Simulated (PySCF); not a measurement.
```xyz
14

F     0.1263    1.3258   -1.1892
C     0.5215    0.1567   -0.5408
Si    2.2997    0.4215    0.1579
C    -0.5352   -0.1458    0.5029
Si   -2.3162   -0.3059   -0.1958
Br   -0.0627   -1.8400    1.3470
H     0.5054   -0.6181   -1.3180
H     2.1443    1.1806    1.3988
H     2.9002   -0.8859    0.3953
H     3.0133    1.1866   -0.8580
H    -0.4837    0.5963    1.3015
H    -2.2664   -1.3887   -1.1766
H    -2.6845    0.9737   -0.7891
H    -3.1627   -0.6572    0.9421
```

Geometry: GFN2-xTB.

All numbers below come from PySCF 2.14.0, CAM-B3LYP/def2-SVPD, SCF density, gas phase.

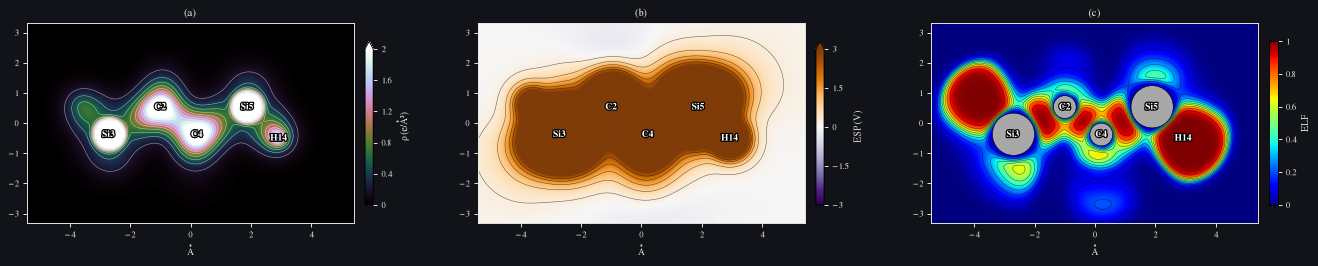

C2H8BrFSi2. (a) electron density; (b) electrostatic potential; (c) electron localisation function on the plane of atoms C4, Si5 and H14. Grey discs cover the atomic cores in the ELF map.

### What does the map show?

- Atoms in the plane: C, Si and H.
- C–C (1.52 Å): the density is about 1.7 e/Å³ at the midpoint; the ELF peaks at about 0.95 between the atoms; a shared electron pair.
- C–Si (1.92 Å): ρ is about 0.92 e/Å³ halfway; the ELF peaks at about 1 between the atoms (a shared electron pair).
- Si–H (1.46 Å): ρ is about 0.8 e/Å³ halfway; the ELF climbs to about 1 towards the hydrogen, as it does in any bond to H.
- The potential has no marked negative region in this plane.
